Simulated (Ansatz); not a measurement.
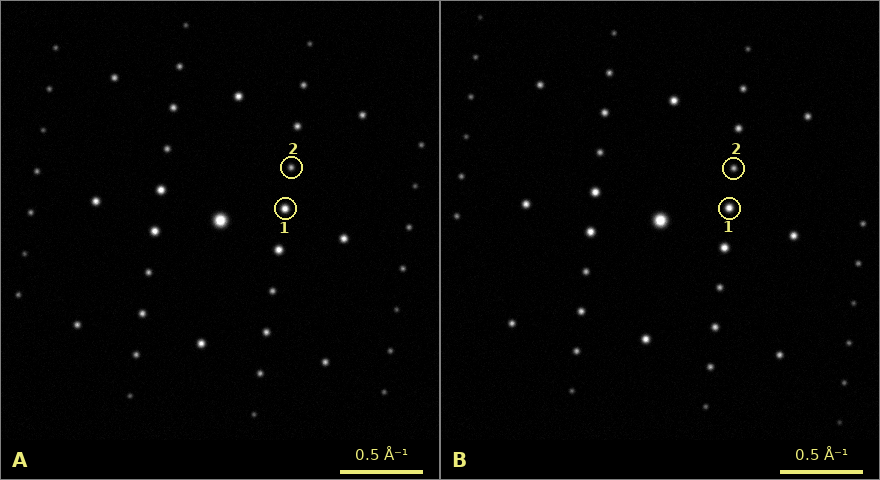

Kinematic electron diffraction patterns (120 kV, B = 0.5 Å², same scale) along [101] of the run's own cell, for the start and the end of one relaxation of Cd2Ru with DFT PBE, scalar-relativistic, plane waves, PAW (Ansatz). k mesh 12×12×14. The start is a generated model structure, and the relaxation ends in the nearest stationary point of its symmetry, not necessarily the ground state. Spot 1 is -1 0 1 and spot 2 is -1 -1 1 in both.

Start structure:

```yaml
crystal:
  lattice:
    - [4.51796, 0.00000, 0.00000]
    - [-2.25898, 3.91267, 0.00000]
    - [0.00000, 0.00000, 3.17777]
  atoms:
    - { symbol: Cd, position: [0.33333, 0.66667, 0.50000] }
    - { symbol: Cd, position: [0.66667, 0.33333, 0.50000] }
    - { symbol: Ru, position: [0.00000, 0.00000, 0.00000] }
```

Question: Which pattern belongs to the start structure, and which to the relaxed one?

Answer: A is the start: its cell gives d(1) = 2.467 Å, d(2) = 1.841 Å and an angle of 26.5°. B is the relaxed structure, with d(1) = 2.318 Å (-6.0 %), d(2) = 1.806 Å (-1.9 %) and 25.2°.

Question: Summarise the relaxation behind the change.

Answer: The volume changed by -3.9 % to 18.00 Å³ an atom; the fractional coordinates hardly changed; the space group stayed P6/mmm (No. 191); the free energy fell by 120 meV an atom. Relaxed cell: a = 4.702 Å, b = 4.702 Å, c = 2.820 Å, α = 90.00°, β = 90.00°, γ = 120.00°.
